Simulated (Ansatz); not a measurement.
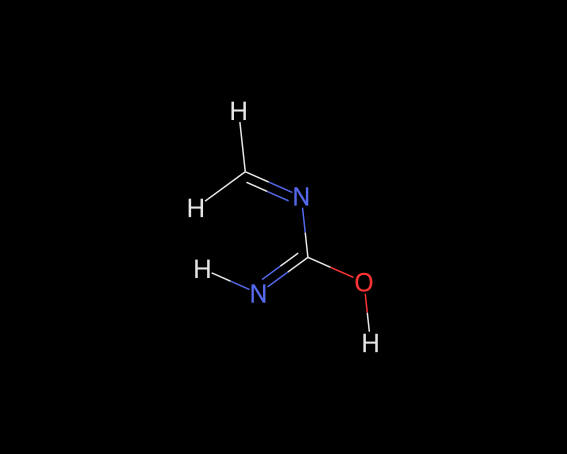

> Transcribe the drawing into SMILES.

[H]/N=C(/O)N=C

> What is the molecular formula?

C2H4N2O.

> An optimisation with PBE0-D4/def2-TZVP gave a structure of which point group?

Cs.

The parts below concern this one geometry. Atoms keep their numbers from picture to picture. Computed geometry: PBE0-D4/def2-TZVP optimisation.

## Levels of theory compared

Program: Ansatz 0.2.0.

Tabulate dipole (D) at these levels: B3LYP-D4/def2-TZVPP; PBE-D4/def2-TZVPP; PBE0-D4/def2-TZVP; r2SCAN-D4/def2-TZVPP; ωB97M-V/def2-TZVPP.

```json
{"level": "B3LYP-D4/def2-TZVPP", "dipole (D)": "2.05"}
{"level": "PBE-D4/def2-TZVPP", "dipole (D)": "1.88"}
{"level": "PBE0-D4/def2-TZVP", "dipole (D)": "2.06"}
{"level": "r2SCAN-D4/def2-TZVPP", "dipole (D)": "2.02"}
{"level": "ωB97M-V/def2-TZVPP", "dipole (D)": "2.16"}
```

## Thermal motion

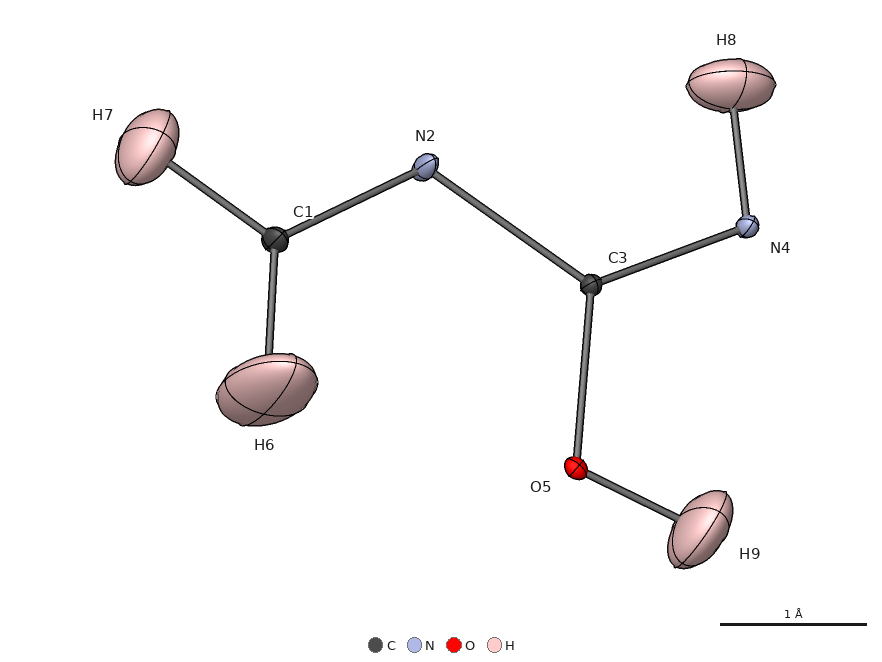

Displacement ellipsoids at the 50 % level, enlarged 1.5 times, from the internal vibrations of the free molecule (harmonic, no overall translation or rotation; no half-axis is drawn under 0.075 Å). Vibrations computed with RKS PBE0-D4/def2-TZVP (Ansatz 0.2.0). Temperature: 0 K (zero-point motion alone).

List U_eq and the three principal root-mean-square amplitudes for each kind of atom.

| atom | U_eq (Å²) | rms amplitudes (Å) |
| --- | --- | --- |
| C1 | 0.0022 | 0.028, 0.041, 0.064 |
| N2 | 0.0030 | 0.027, 0.035, 0.084 |
| C3 | 0.0013 | 0.030, 0.033, 0.043 |
| N4 | 0.0016 | 0.030, 0.033, 0.054 |
| O5 | 0.0011 | 0.028, 0.031, 0.038 |
| H6 | 0.0305 | 0.077, 0.130, 0.262 |
| H7 | 0.0140 | 0.081, 0.122, 0.144 |
| H8 | 0.0136 | 0.072, 0.131, 0.136 |
| H9 | 0.0166 | 0.073, 0.125, 0.170 |

## Charges

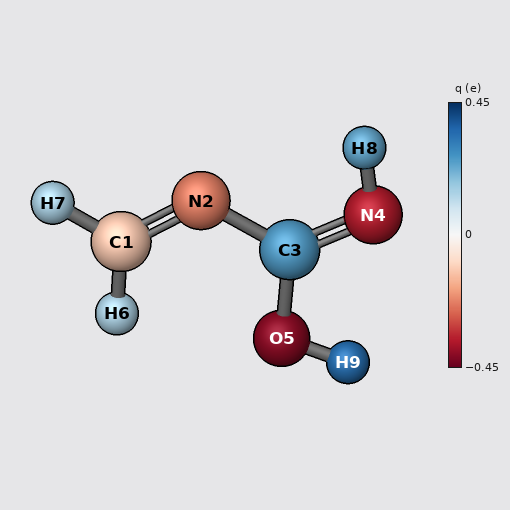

Atoms are coloured by their Mulliken charges. Properties computed with RKS PBE0-D4/def2-TZVP (Ansatz 0.2.0).

> Which atom carries the highest charge (most positive or least negative)?

H9 (0.34 e).

> And the lowest?

O5 (−0.40 e).

List the Mulliken charges.

| atom | value (e) |
| --- | --- |
| C1 | −0.12 |
| N2 | −0.23 |
| C3 | 0.25 |
| N4 | −0.36 |
| O5 | −0.40 |
| H6 | 0.14 |
| H7 | 0.14 |
| H8 | 0.23 |
| H9 | 0.34 |

Mulliken values depend strongly on the basis set and can even reverse the polarity of a bond.
